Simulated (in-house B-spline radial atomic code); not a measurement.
**Ta²⁴⁺: binding energies from hole states**

How much more does a second hole in Ta²⁴⁺ cost because of the first?

Program: in-house B-spline radial atomic code version 1. Level of theory: Dirac-Hartree-Fock, average of configuration, Fermi nucleus, basis-set limit. These are calculated values, not measurements, unless marked.

### 1 Starting point

```
element       : tantalum (Z = 73)
charge        : +24
electrons     : 49
configuration : [Kr] 4d10 4f3
Hamiltonian   : Dirac-Coulomb
nucleus       : Fermi, rms radius 5.351 fm
```

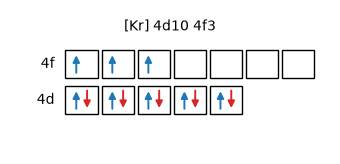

Outer shells as boxes.

The boxes draw the filling by Hund's rule, which heavy ions in jj coupling don't follow; these runs average over all states of the configuration.

Input settings:

```ini
Z = 73
electrons = 49.0
configuration = [Kr] 4d10 4f3
hamiltonian = dirac
method = hf
spin_polarised = False
nucleus = fermi
rms_radius = 5.3507
mass_number = 181
atomic_mass = 180.947998528
speed_of_light = 137.035999084
```

This reference run was done before. Its total energy is -15372.668831 hartree, and its levels are (the highest eight at most):

| orbital | occupation | energy (eV) | <r> (bohr) |
| --- | --- | --- | --- |
| 3d5/2 | 6 | -2526.70 | 0.1866 |
| 4s1/2 | 2 | -1290.44 | 0.4403 |
| 4p1/2 | 2 | -1186.70 | 0.4421 |
| 4p3/2 | 4 | -1113.28 | 0.4669 |
| 4d3/2 | 4 | -940.17 | 0.4686 |
| 4d5/2 | 6 | -925.56 | 0.4764 |
| 4f5/2 | 1.28571 | -726.24 | 0.4636 |
| 4f7/2 | 1.71429 | -723.03 | 0.4670 |

Single holes known from earlier runs (ΔSCF): 1s 68513.0 eV, 2s 12503.1 eV, 2p1/2 11949.6 eV, 2p3/2 10680.7 eV, 3p3/2 2977.91 eV, 3d3/2 2572.15 eV, 4f 722.18 eV.

### 2 The 2p3/2 and 3p3/2 holes

In configurations, a minus sign after the shell means j = l − 1/2 and a plus sign j = l + 1/2; the count of electrons follows.

Input settings:

```ini
Z = 73
electrons = 47.0
configuration = 1s2 2s2 2p-2 2p+3 3s2 3p-2 3p+3 3d10 4s2 4p6 4d10 4f3
hamiltonian = dirac
method = hf
spin_polarised = False
nucleus = fermi
rms_radius = 5.3507
mass_number = 181
atomic_mass = 180.947998528
speed_of_light = 137.035999084
```

### 3 The 2s and 3d3/2 holes

Settings: those of step 2 with these lines changed.

```diff
@@ -2,3 +2,3 @@
 electrons = 47.0
-configuration = 1s2 2s2 2p-2 2p+3 3s2 3p-2 3p+3 3d10 4s2 4p6 4d10 4f3
+configuration = 1s2 2s1 2p6 3s2 3p6 3d-3 3d+6 4s2 4p6 4d10 4f3
 hamiltonian = dirac
```

### 4 The 2p1/2 and 4f holes

Settings: those of step 3 with these lines changed.

```diff
@@ -2,3 +2,3 @@
 electrons = 47.0
-configuration = 1s2 2s1 2p6 3s2 3p6 3d-3 3d+6 4s2 4p6 4d10 4f3
+configuration = 1s2 2s2 2p-1 2p+4 3s2 3p6 3d10 4s2 4p6 4d10 4f2
 hamiltonian = dirac
```

### 5 The 2s and 2p3/2 holes

Settings: those of step 4 with these lines changed.

```diff
@@ -2,3 +2,3 @@
 electrons = 47.0
-configuration = 1s2 2s2 2p-1 2p+4 3s2 3p6 3d10 4s2 4p6 4d10 4f2
+configuration = 1s2 2s1 2p-2 2p+3 3s2 3p6 3d10 4s2 4p6 4d10 4f3
 hamiltonian = dirac
```

### 6 The 1s and 1s holes

Settings: those of step 5 with these lines changed.

```diff
@@ -2,3 +2,3 @@
 electrons = 47.0
-configuration = 1s2 2s1 2p-2 2p+3 3s2 3p6 3d10 4s2 4p6 4d10 4f3
+configuration = 2s2 2p6 3s2 3p6 3d10 4s2 4p6 4d10 4f3
 hamiltonian = dirac
```

Before running: What does each hole state cost in eV, and how does that compare with the orbital energies or single holes?

The runs gave:

| two holes | ΔSCF (eV) | less the two single holes (eV) |
| --- | --- | --- |
| 2p3/2 and 3p3/2 | 13764.0 | 105.44 |
| 2s and 3d3/2 | 15202.9 | 127.64 |
| 2p1/2 and 4f | 12727.9 | 56.11 |
| 2s and 2p3/2 | 23409.1 | 225.40 |
| 1s and 1s | 138278.6 | 1252.52 |

**Reading.** Two holes cost more than the sum of each, because the second electron leaves a more charged ion. The excess runs from 56.1 eV (2p1/2 and 4f) to 1252.5 eV (1s and 1s); it tends to be largest where both holes are compact. Two partly filled shells share a symmetry and can mix in the average, which may lower the energy, in these hole states: 2p3/2 and 3p3/2. Values are for the free ion, measured from the vacuum level.
